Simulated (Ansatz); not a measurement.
## Nudged elastic band of BSiN₃H₉Cl (part 2 of 2)

Continued. System: BSiN₃H₉Cl. Method: RKS revPBE/6-31G* (Ansatz 0.2.0). It belongs to a series of runs on one base structure; here: band between the two ends.

Geometry of the input (Å):
```
B  -0.4854  0.9194  -0.0743
N  -0.4616  0.4667  1.2900
H  -1.3272  0.2312  1.7742
H  0.2438  0.8388  1.9233
Cl 0.9944  1.7450  -0.7097
N  -1.5789  0.7294  -0.9577
H  -2.4199  0.2126  -0.7101
H  -1.5194  0.9666  -1.9437
N  0.7156  -2.7154  1.2899
H  -0.0338  -3.3026  1.6630
Si 2.2965  -2.9061  2.0255
H  2.6589  -4.3646  1.9667
H  3.2786  -2.1009  1.2245
H  2.4650  -2.4785  3.4724
H  0.3748  -1.7524  1.1752
```

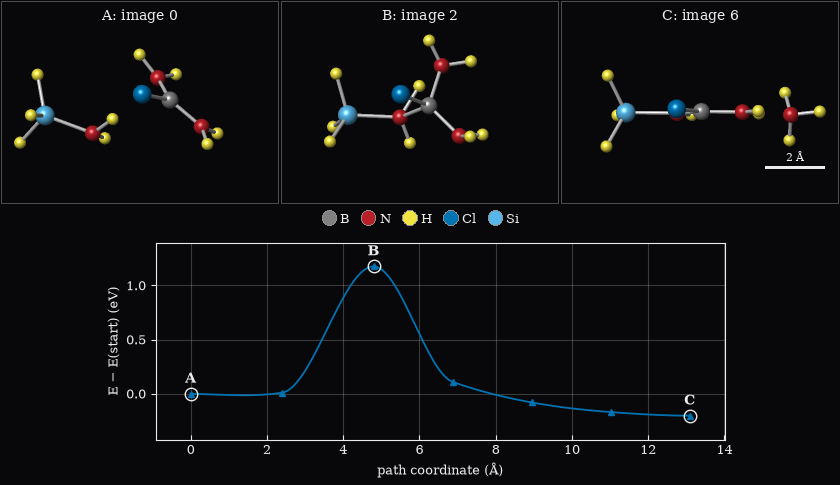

Fig. 1: Images of the last band (counted from 0; ball-and-stick, seen at a tilt) above the energy along the path; the line is a cubic interpolation that uses the forces. The highest image is number 2, 1.176 eV above the start and 1.379 eV above the end (the climbing image); the end lies 0.203 eV below the start. The path is 13.09 Å long. The band converged in 26 iterations.

```
Total energy: -25688.99740599 eV, -944.0532420423 hartree
Atom 0 at     0.024298    -0.234790     0.434647 Å, force     0.004037    -0.001682    -0.005308 eV/Å
Atom 1 at    -0.621826     0.124230     1.889643 Å, force    -0.010594    -0.001847    -0.008800 eV/Å
Atom 2 at    -1.581669     0.485113     1.886454 Å, force     0.004916    -0.004203     0.002491 eV/Å
Atom 3 at    -0.044746     0.723608     2.489696 Å, force     0.004114     0.008196     0.002930 eV/Å
Atom 4 at     1.555582     0.801390     0.101522 Å, force    -0.006938    -0.004605     0.003232 eV/Å
Atom 5 at    -0.901682    -0.295660    -0.731418 Å, force     0.004065     0.005765    -0.000391 eV/Å
Atom 6 at    -1.886127    -0.461853    -0.500590 Å, force    -0.002237    -0.000715    -0.000515 eV/Å
Atom 7 at    -0.854809     0.530230    -1.331126 Å, force    -0.000052    -0.002429    -0.000896 eV/Å
Atom 8 at     0.391727    -1.753627     0.976426 Å, force     0.026150    -0.000636     0.009224 eV/Å
Atom 9 at    -0.128485    -2.434743     0.406943 Å, force    -0.005419     0.000980     0.004082 eV/Å
Atom 10 at     2.049447    -2.321145     1.362100 Å, force    -0.017626     0.005737    -0.004294 eV/Å
Atom 11 at     1.937140    -3.736750     1.857354 Å, force     0.000363    -0.003157    -0.005972 eV/Å
Atom 12 at     2.973778    -2.298982     0.183952 Å, force    -0.000062    -0.000119    -0.000331 eV/Å
Atom 13 at     2.589486    -1.464621     2.463614 Å, force     0.002073     0.000298     0.003370 eV/Å
Atom 14 at    -0.300814    -1.173100     1.920084 Å, force    -0.002791    -0.001583     0.001178 eV/Å
Dipole moment:    -0.685171    -0.136817     0.419374 e Å
this run last wrote the band of iteration 26 to [file]
```

The last band as extended XYZ (Å, eV, eV/Å):
```
15
Properties=species:S:1:pos:R:3:forces:R:3 image=0 energy=-25690.17340
B    -0.4854    0.9194   -0.0743   -0.0224  -0.0183  -0.0015
N    -0.4616    0.4667    1.2900    0.0086   0.0173  -0.0059
H    -1.3272    0.2312    1.7742    0.0025   0.0001  -0.0020
H     0.2438    0.8388    1.9233   -0.0118  -0.0072  -0.0111
Cl    0.9944    1.7450   -0.7097   -0.0045   0.0000   0.0003
N    -1.5789    0.7294   -0.9577   -0.0063  -0.0106   0.0077
H    -2.4199    0.2126   -0.7101    0.0264   0.0158  -0.0008
H    -1.5194    0.9666   -1.9437    0.0067   0.0035   0.0125
N     0.7156   -2.7154    1.2899    0.0162   0.0190   0.0130
H    -0.0338   -3.3026    1.6630    0.0046   0.0046  -0.0025
Si    2.2965   -2.9061    2.0255    0.0002  -0.0085   0.0014
H     2.6589   -4.3646    1.9667   -0.0064   0.0207   0.0074
H     3.2786   -2.1009    1.2245   -0.0069  -0.0046   0.0049
H     2.4650   -2.4785    3.4724   -0.0056  -0.0104  -0.0263
H     0.3748   -1.7524    1.1752   -0.0011  -0.0215   0.0029
15
Properties=species:S:1:pos:R:3:forces:R:3 image=1 energy=-25690.16367
B    -0.3233    0.7205    0.2262   -0.0213   0.0305  -0.0019
N    -0.6357    0.6083    1.6191   -0.0041   0.0074  -0.0081
H    -1.5798    0.4210    1.9514   -0.0002  -0.0012   0.0048
H    -0.0444    1.0437    2.3224   -0.0011   0.0112  -0.0046
Cl    1.3014    1.3805   -0.2205   -0.0010   0.0211  -0.0091
N    -1.1851    0.2971   -0.8181   -0.0003   0.0131   0.0018
H    -2.1118   -0.0922   -0.6656   -0.0066   0.0139  -0.0077
H    -0.9174    0.3637   -1.7950   -0.0062  -0.0032  -0.0151
N     0.4183   -2.5355    1.5470    0.0009  -0.0017   0.0186
H    -0.0465   -2.9963    0.7607    0.0089  -0.0189   0.0126
Si    2.1589   -2.7368    1.6597    0.0067  -0.0131   0.0066
H     2.4584   -4.1741    1.9807    0.0150  -0.0175  -0.0020
H     2.9964   -2.3855    0.4495   -0.0003  -0.0011   0.0076
H     2.6204   -1.8623    2.7908    0.0032  -0.0165   0.0065
H     0.0912   -1.5628    1.6011    0.0065  -0.0240  -0.0100
15
Properties=species:S:1:pos:R:3:forces:R:3 image=2 energy=-25688.99736
B     0.0243   -0.2348    0.4346    0.0040  -0.0017  -0.0053
N    -0.6218    0.1242    1.8896   -0.0106  -0.0018  -0.0088
H    -1.5817    0.4851    1.8865    0.0049  -0.0042   0.0025
H    -0.0447    0.7236    2.4897    0.0041   0.0082   0.0029
Cl    1.5556    0.8014    0.1015   -0.0069  -0.0046   0.0032
N    -0.9017   -0.2957   -0.7314    0.0041   0.0058  -0.0004
H    -1.8861   -0.4619   -0.5006   -0.0022  -0.0007  -0.0005
H    -0.8548    0.5302   -1.3311   -0.0001  -0.0024  -0.0009
N     0.3917   -1.7536    0.9764    0.0261  -0.0006   0.0092
H    -0.1285   -2.4347    0.4069   -0.0054   0.0010   0.0041
Si    2.0494   -2.3211    1.3621   -0.0176   0.0057  -0.0043
H     1.9371   -3.7367    1.8574    0.0004  -0.0032  -0.0060
H     2.9738   -2.2990    0.1840   -0.0001  -0.0001  -0.0003
H     2.5895   -1.4646    2.4636    0.0021   0.0003   0.0034
H    -0.3008   -1.1731    1.9201   -0.0028  -0.0016   0.0012
15
Properties=species:S:1:pos:R:3:forces:R:3 image=3 energy=-25690.06339
B     0.3427   -0.5540   -0.2275    0.0270  -0.0296  -0.0597
N    -1.0587    0.2563    2.3747   -0.0564   0.0115   0.0352
H    -1.6350    0.3592    3.2176   -0.0122  -0.0055   0.1213
H    -0.2640    0.8948    2.5078   -0.0202   0.0230  -0.0015
Cl    1.6853    0.6733   -0.2872    0.0180  -0.0161  -0.0365
N    -0.8639   -0.2604   -0.9200    0.0064   0.0082  -0.0190
H    -1.7317   -0.6954   -0.6077    0.0272  -0.0220  -0.0253
H    -1.0233    0.6984   -1.2223    0.0008   0.0088   0.0041
N     0.6135   -1.7863    0.4697    0.0158   0.0118  -0.0559
H    -0.1230   -2.4934    0.4164    0.0060  -0.0113   0.0057
Si    2.1518   -2.3332    1.1527    0.0092  -0.0062  -0.0018
H     1.8919   -3.7190    1.6741   -0.0131   0.0007  -0.0050
H     3.2541   -2.3961    0.1392    0.0303  -0.0143   0.0054
H     2.6029   -1.4729    2.2972   -0.0062  -0.0051  -0.0111
H    -0.6415   -0.6820    2.4247   -0.0326   0.0462   0.0442
15
Properties=species:S:1:pos:R:3:forces:R:3 image=4 energy=-25690.25378
B     0.6874   -0.4945   -0.3265    0.0103   0.0025  -0.0061
N    -1.7290   -0.1518    2.2427   -0.0143  -0.0130  -0.0002
H    -2.4567   -0.0176    2.9566   -0.0215  -0.0060  -0.0017
H    -1.2560    0.7578    2.1614   -0.0269  -0.0035  -0.0098
Cl    2.1695    0.3806   -0.9117    0.0118  -0.0155  -0.0273
N    -0.5860   -0.0059   -0.7121    0.0012   0.0118   0.0107
H    -1.4150   -0.2529   -0.1667    0.0061   0.0128   0.0232
H    -0.6853    0.8429   -1.2620    0.0080   0.0036   0.0003
N     0.8712   -1.6587    0.5013    0.0060   0.0078   0.0042
H     0.0099   -2.1642    0.7204    0.0022   0.0092   0.0138
Si    2.3460   -2.3251    1.2069    0.0036  -0.0039  -0.0023
H     1.9300   -3.6142    1.8595    0.0003   0.0031   0.0038
H     3.4076   -2.6098    0.1895    0.0022  -0.0133  -0.0092
H     2.9348   -1.4369    2.2676    0.0173   0.0001  -0.0089
H    -1.0269   -0.7605    2.6826   -0.0062   0.0042   0.0095
15
Properties=species:S:1:pos:R:3:forces:R:3 image=5 energy=-25690.34279
B     0.9518   -0.4886   -0.2289   -0.0006  -0.0009   0.0008
N    -2.1628   -0.0783    1.9518   -0.0032  -0.0003  -0.0044
H    -3.0606   -0.5215    2.1831   -0.0074  -0.0074  -0.0066
H    -2.2988    0.9256    2.1256   -0.0126   0.0052   0.0025
Cl    2.4575    0.0636   -1.0908    0.0022  -0.0044  -0.0061
N    -0.2692    0.1692   -0.4975    0.0027   0.0015   0.0076
H    -1.0928    0.0252    0.1021    0.0040   0.0037   0.0036
H    -0.3237    0.9591   -1.1338    0.0009   0.0014   0.0017
N     1.0732   -1.5911    0.6928    0.0070  -0.0009   0.0021
H     0.1871   -1.9181    1.0830    0.0032   0.0040   0.0058
Si    2.5103   -2.4542    1.2390   -0.0009  -0.0004  -0.0023
H     2.0006   -3.5300    2.1595    0.0027   0.0017   0.0025
H     3.2781   -3.1021    0.1254   -0.0025  -0.0062  -0.0042
H     3.4570   -1.5847    2.0168    0.0096  -0.0015  -0.0063
H    -1.5065   -0.3848    2.6813   -0.0049   0.0045   0.0033
15
Properties=species:S:1:pos:R:3:forces:R:3 image=6 energy=-25690.37626
B     1.1252   -0.4586   -0.0290    0.0017   0.0024  -0.0024
N    -2.5000    0.0307    1.7244   -0.0011  -0.0003   0.0015
H    -3.0516   -0.8284    1.6064    0.0013  -0.0004  -0.0006
H    -3.1497    0.8010    1.5217    0.0001  -0.0001  -0.0008
Cl    2.5206   -0.1362   -1.1582   -0.0024   0.0003   0.0018
N    -0.0273    0.3479   -0.1362    0.0047  -0.0025   0.0002
H    -0.8560    0.2428    0.4688   -0.0008   0.0006  -0.0002
H    -0.0865    1.0943   -0.8229   -0.0006  -0.0007   0.0012
N     1.2810   -1.5330    0.9200   -0.0128  -0.0075   0.0144
H     0.4796   -1.6909    1.5344    0.0045   0.0091  -0.0105
Si    2.6531   -2.6100    1.1767    0.0077  -0.0006  -0.0045
H     2.2314   -3.5306    2.2903   -0.0006   0.0011   0.0003
H     2.9860   -3.4455   -0.0252   -0.0010  -0.0008   0.0009
H     3.9004   -1.8931    1.6069   -0.0003  -0.0005  -0.0010
H    -2.3050    0.0989    2.7312   -0.0002  -0.0002  -0.0003
```

Key numbers:

| quantity | value |
| --- | --- |
| outcome | converged |
| barrier, forward | 1.176 eV |
| barrier, backward | 1.379 eV |
| wall time | 3.6 min (CPU time 13 min) |
| peak memory | 0.19 GiB |

The order of the saddle point was not checked.
